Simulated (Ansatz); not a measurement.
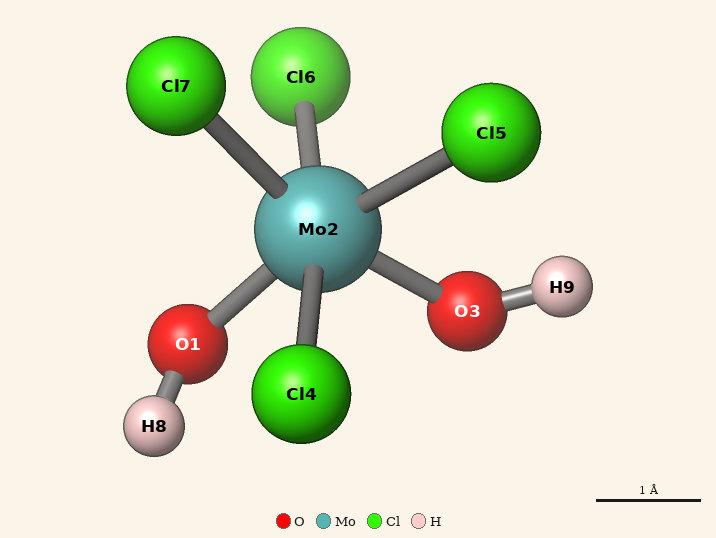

Orthographic view. Atoms fade into the background with distance from the viewer. The species is neutral and a spin singlet. The computed structure is the end point of a PBE0-D4/def2-TZVP optimisation.

Write a Z-matrix (Å, degrees) in the order of the atom numbers, with these reference atoms: 2 to 1; 3 to 2, 1; 4 to 2, 1, 3; 5 to 2, 1, 3; 6 to 2, 1, 3; 7 to 2, 1, 3; 8 to 1, 2, 3; 9 to 3, 2, 1.

```
O  
Mo   1   1.835
O    2   1.843   1    95.9
Cl   2   2.363   1    80.3   3   -94.0
Cl   2   2.332   1   164.6   3   -80.4
Cl   2   2.275   1    92.5   3    90.5
Cl   2   2.281   1    99.1   3   178.0
H    1   0.966   2   123.7   3    93.8
H    3   0.965   2   124.4   1  -174.6
```
